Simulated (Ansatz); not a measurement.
# CH6BOSi (SMILES BCO[SiH2+]) (charge +1): what the fields show

The calculation's input:

```
crystal:
  periodic: [false, false, false]
  atoms:
    - { symbol: B, position_ang: [-1.25323, 1.09635, -0.03643] }
    - { symbol: C, position_ang: [0.2884, 0.94849, -0.25043] }
    - { symbol: O, position_ang: [0.83963, -0.37174, -0.10077] }
    - { symbol: Si, position_ang: [1.51101, -1.65285, -0.65358] }
    - { symbol: H, position_ang: [-1.89545, 0.16414, 0.23964] }
    - { symbol: H, position_ang: [-1.71778, 2.15406, -0.15942] }
    - { symbol: H, position_ang: [0.84348, 1.58897, 0.44377] }
    - { symbol: H, position_ang: [0.58261, 1.28177, -1.25174] }
    - { symbol: H, position_ang: [1.83592, -1.88217, -2.05069] }
    - { symbol: H, position_ang: [1.73719, -2.55109, 0.45558] }
total_charge: 1
basis:
  gaussian: { orbitals: "6-31G*" }
hamiltonian:
  xc: r2scan
  dispersion: d4
relax:
  f_tol: 0.015
  max_steps: 40
output:
  orbitals: {}
```

Command:

```sh
ansatz run input.yaml --threads 1 --pin off --max-ram 2048MiB --backend cpu --events-out ev --progress --plain --runs-dir out
```

The fields are those of the relaxed geometry.

These are results of Ansatz, RKS r2SCAN-D4/6-31G*, not measurements.

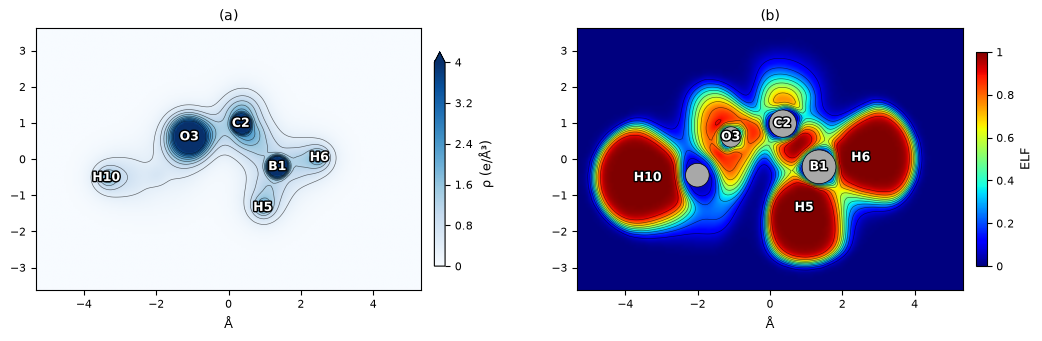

Figure 1. (a) electron density; (b) electron localisation function on the plane of atoms C2, B1 and H5. Grey discs cover the atomic cores in the ELF map.

### Interpret the plot.

The section cuts through B, C, O and H sites. C–O (1.48 Å): the density is about 1.6 e/Å³ at the midpoint, with its minimum of 1.3 e/Å³ about 0.5 Å from C; the ELF peaks at about 0.85 between the atoms (a polar covalent bond). C–B (1.56 Å): the density is about 1.5 e/Å³ at the midpoint; the ELF peaks at about 1 between the atoms (localised, covalent bonding). B–H (1.19 Å): ρ at the midpoint is about 1.3 e/Å³; the ELF climbs to about 1 towards the hydrogen, as it does in any bond to H: a covalent bond by its length. The ELF also peaks beside O3, away from the bonds: lone-pair regions.

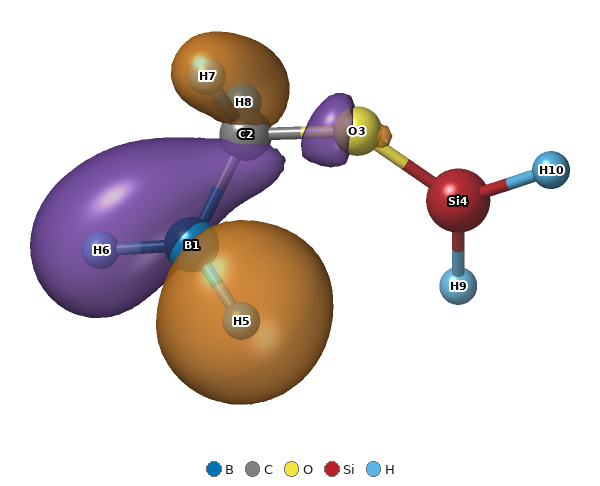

Figure 2. The HOMO−1 at ±0.1 Å⁻³ᐟ² (orange and purple are the two phases), seen across its widest extent.

### What is the character of this orbital?

By Hirshfeld shares it lies mainly on B1 (about 40 %), H5 (about 30 %), H6 (about 15 %) and C2 (about 10 %). Its energy is −13.26 eV.

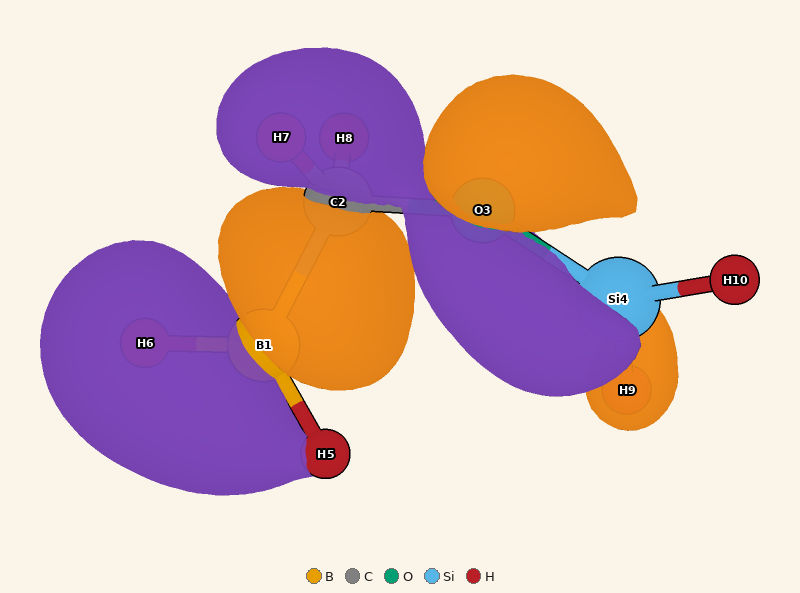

Figure 3. The HOMO at ±0.08 Å⁻³ᐟ² (orange and purple are the two phases), seen at a tilt.

### Describe this orbital and give its energy.

Its weight (Hirshfeld) is mainly on B1 (about 25 %), C2 (about 25 %), O3 (about 20 %) and H6 (about 15 %). Its energy is −12.94 eV.
